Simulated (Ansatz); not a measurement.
```yaml
atoms:
  - { symbol: C, position_ang: [-0.5001, -1.4808, -0.0969] }
  - { symbol: C, position_ang: [0.3837, -0.2368, -0.1103] }
  - { symbol: C, position_ang: [1.8340, -0.6560, 0.1383] }
  - { symbol: C, position_ang: [0.2903, 0.4371, -1.4762] }
  - { symbol: C, position_ang: [-0.0521, 0.7338, 0.9895] }
  - { symbol: In, position_ang: [-2.0730, 1.5089, 0.9139] }
  - { symbol: H, position_ang: [-0.4646, -1.9756, 0.8783] }
  - { symbol: H, position_ang: [-0.1734, -2.2038, -0.8497] }
  - { symbol: H, position_ang: [-1.5429, -1.2290, -0.3140] }
  - { symbol: H, position_ang: [2.4981, 0.2128, 0.1308] }
  - { symbol: H, position_ang: [2.1827, -1.3529, -0.6300] }
  - { symbol: H, position_ang: [1.9369, -1.1472, 1.1098] }
  - { symbol: H, position_ang: [0.9032, 1.3429, -1.5084] }
  - { symbol: H, position_ang: [-0.7418, 0.7151, -1.7119] }
  - { symbol: H, position_ang: [0.6397, -0.2302, -2.2691] }
  - { symbol: H, position_ang: [0.0589, 0.2644, 1.9748] }
  - { symbol: H, position_ang: [0.6106, 1.6078, 1.0076] }
  - { symbol: H, position_ang: [-3.2023, 1.0824, -0.3290] }
  - { symbol: H, position_ang: [-2.5881, 2.6071, 2.1524] }
```

Geometry: PBE0-D4/def2-TZVP; core potentials replace the inner electrons of In.

The calculation used RKS PBE0-D4/def2-TZVPP in Ansatz 0.2.0.

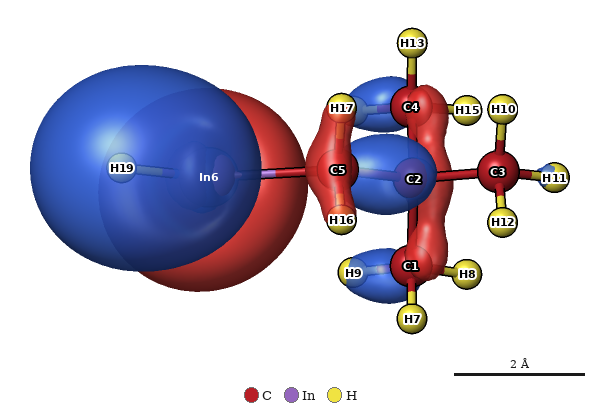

C₅H₁₃In (SMILES CC(C)(C)[CH2][InH2]). The HOMO−1 at ±0.06 Å⁻³ᐟ² (blue and red are the two phases), seen from one side.

### Where does this orbital lie, and at what energy?

Its weight (Hirshfeld) is mainly on In6 (about 35 %), H19 (about 30 %) and H18 (about 25 %). Its energy is −7.80 eV.
